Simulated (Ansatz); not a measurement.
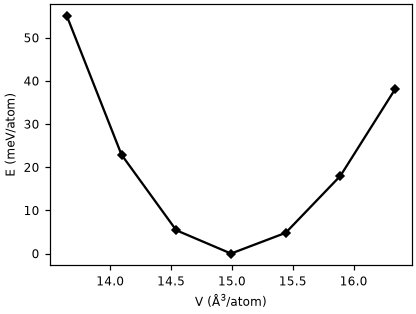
Figure: Co₃Sn₂S₂ in space group R-3m (No. 166; Co on 9d, Sn on 3b, Sn on 3a, S on 6c) under volume change, DFT-PBEsol in the program Ansatz with PAW potentials, shape and atoms relaxed at each volume.

Problem. What does a third-order Birch–Murnaghan fit give for V₀, B₀ and B′?

Solution. V₀ = 14.99 Å³/atom, B₀ = 120 GPa, B′ = 5.2.

The first step of the workflow began from a Materials Project structure, measured or hypothetical; the Crystallography Open Database files this formula in space group No. 166, but the cells were not matched. Whether it is the stable phase at ambient conditions was not checked. The cell was relaxed with PBEsol under the symmetry of its start; its stability against distortions is not shown here. Magnetic state: ferromagnetic, the only order run, not a proven ground state. No Hubbard U is applied. Scalar-relativistic: spin–orbit coupling is off unless named, which matters more the heavier the elements.

Potentials: the later of the program's two PAW sets.
